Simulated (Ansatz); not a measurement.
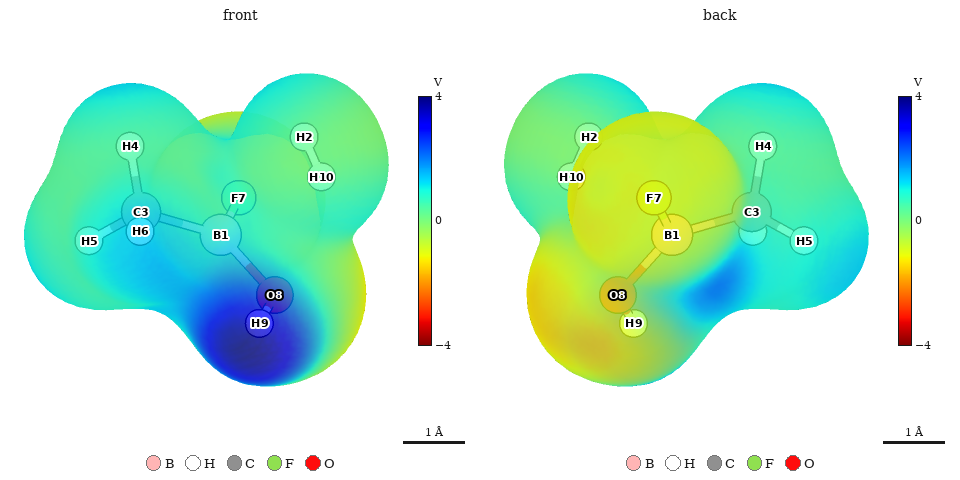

Figure 1: CH4BFO···H2. The molecular electrostatic potential painted on the density surface at 0.004 e/bohr³, seen from the front and from behind; red is negative and blue positive.

Not at a stationary point (largest force 1.8 eV/Å).

Level of theory: RKS PBE0/def2-SVPD (Ansatz).

```
atom    x (Å)    y (Å)    z (Å)
   B   0.0195   0.6282  -0.2284
   H   0.0715  -0.5775   1.8425
   C   1.3915   0.0838  -0.7437
   H   1.4255  -1.0128  -0.6820
   H   1.4999   0.3332  -1.8117
   H   2.2647   0.4924  -0.2166
   F  -1.1090  -0.0221  -0.5297
   O  -0.1702   1.8013   0.4762
   H   0.6425   2.2854   0.6377
   H  -0.0812   0.1185   1.9230
```

Which sites attract a positive test charge, and which a negative one?

Answer. A positive charge is drawn to the negative regions and a negative charge to the positive ones. The most negative region (about −1.5 V) lies over O8, the most positive (about +3.7 V) over H9. O8 is the likeliest acceptor of a hydrogen bond.
